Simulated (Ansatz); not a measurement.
# [HF2]− (SMILES F[H-]F) at PBE/STO-3G

Aim: the vertical singlet–triplet gap of [HF2]− at PBE/STO-3G, from 2 runs. 

The results are computed with Ansatz 0.2.0.

1 further run of the same task is left out (set aside as unsound or not needed).

### 1 Starting point

[HF2]−: 3 atoms, total charge -1, spin state singlet. SMILES: `F[H-]F`. The shape is that of a PBE0-D4/def2-TZVPD optimisation.

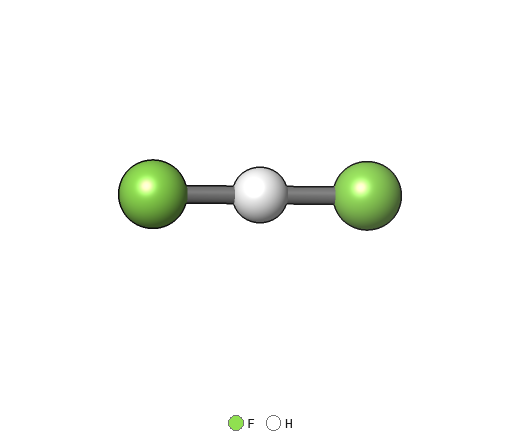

Viewed from a chosen angle; fluorine green, hydrogen white.

### 2 A single-point energy at PBE/STO-3G

The input, in.yaml:

```yaml
crystal:
  periodic: [false, false, false]
  atoms:
    - {symbol: F, position_ang: [-0.973200, 0.344400, -0.491000]}
    - {symbol: H, position_ang: [-0.000000, 0.000000, -0.000000]}
    - {symbol: F, position_ang: [0.973200, -0.344400, 0.491000]}
basis:
  gaussian:
    orbitals: STO-3G
total_charge: -1
hamiltonian:
  xc: pbe
accuracy: high
```

Started as:

```bash
$ ansatz run in.yaml --threads 1 --pin off --max-ram 2610MiB --events-out events.jsonl --progress --plain --runs-dir runs
```

Standard output:

```text
Warning: RAYON_NUM_THREADS=1 ignored (pool sized by the plan → 1); use --threads N
Functional definition: PBE
  name "PBE"
  parameter kappa = 0.804
  parameter beta = 0.06672455060314922
  exchange = pbe_x(kappa = kappa, mu = beta*pi^2/3)
  correlation = pbe_c(beta = beta)
160 factors; integrals over basis functions are off by at most 3.7e-8 eV
mean field evaluation 1: about -5357.6112 eV, gradient 3.5e0 eV
mean field evaluation 2: about -5357.6565 eV, gradient 1.4e0 eV
mean field evaluation 4: about -5357.6502 eV, gradient 1.4e-1 eV
mean field evaluation 8: about -5357.6503 eV, gradient 4.1e-6 eV
mean field -5357.65028496 eV, -196.8900164263 hartree, gradient 1.1e-8 eV, S^2 0.000000; 0 other end points of the search recorded, 0 dependent functions left out
reference -5357.65028594 eV, -196.8900164624 hartree; 10, 10 occupied and 1, 1 virtual orbitals, 160 factors
Total energy: -5357.65028594 eV, -196.8900164624 hartree
```

Wall time 0.44 s (1 thread of Arm Neoverse V1, shared host).

### 3 The triplet

The input, job.yaml:

```yaml
basis:
  gaussian:
    orbitals: STO-3G
crystal:
  periodic: [false, false, false]
  atoms:
    - {symbol: F, position_ang: [-0.973200, 0.344400, -0.491000]}
    - {symbol: H, position_ang: [-0.000000, 0.000000, -0.000000]}
    - {symbol: F, position_ang: [0.973200, -0.344400, 0.491000]}
accuracy: high
hamiltonian:
  xc: {name: PBE}
magnetization:
  spin_polarized: true
  initial_magnetization: 2
total_charge: -1
```

Started as:

```bash
$ ansatz run job.yaml --threads 1 --pin off --max-ram 2610MiB --events-out events.jsonl --progress --plain --runs-dir runs
```

Standard output, cut to the lines that bear on the results:

```text
Warning: RAYON_NUM_THREADS=1 ignored (pool sized by the plan → 1); use --threads N
[... 6 set-up lines as earlier in the session ...]
160 factors; integrals over basis functions are off by at most 3.7e-8 eV
mean field evaluation 1: about -5344.3857 eV, gradient 3.9e0 eV
mean field evaluation 2: about -5344.5263 eV, gradient 5.6e-1 eV
mean field evaluation 4: about -5344.5009 eV, gradient 8.6e-2 eV
mean field evaluation 8: about -5344.5010 eV, gradient 3.6e-5 eV
mean field evaluation 16: about -5343.9958 eV, gradient 1.1e-2 eV
mean field evaluation 32: about -5343.8111 eV, gradient 1.2e-1 eV
mean field -5344.50095881 eV, -196.4067876035 hartree, gradient 2.8e-9 eV, S^2 2.000000; 9 other end points of the search recorded, 0 dependent functions left out
reference -5344.50095995 eV, -196.4067876455 hartree; 11, 9 occupied and 0, 2 virtual orbitals, 160 factors
Total energy: -5344.50095995 eV, -196.4067876455 hartree
```

It took 1.9 s on 1 thread of Arm Neoverse V1, shared host; peak memory 0.096 GiB.

### 4 What came out

Level: PBE/STO-3G.

| quantity | value |
| --- | --- |
| singlet: total energy | -196.89002 Eh |
| triplet: total energy | -196.40679 Eh |
| triplet: ⟨S²⟩ | 2.000 |
| vertical energy of the triplet above the singlet | 13.149 eV |

**Reading.** At this shape the triplet lies 13.15 eV (1269 kJ/mol) above the singlet. For an anion a state so high probably lies above electron detachment. In a minimal basis such a difference can be off by several eV, whatever the method.
